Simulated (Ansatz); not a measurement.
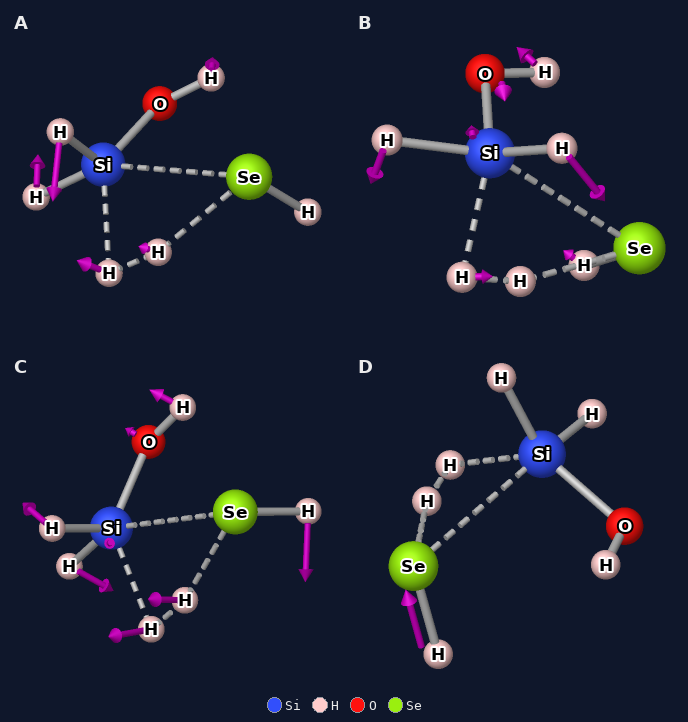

4 normal modes of one molecule or complex, as arrows. Broken sticks mark bonds that form or break. Harmonic vibrations computed with RKS PBE0-D4/def2-TZVP (Ansatz 0.2.0) at a stationary point of the same level. It is a saddle point of order 1.

Question: Match the panels to the wavenumbers 179 cm⁻¹, 740 cm⁻¹, 906 cm⁻¹, 2431 cm⁻¹.

Answer: A: 740 cm⁻¹
B: 906 cm⁻¹
C: 179 cm⁻¹
D: 2431 cm⁻¹
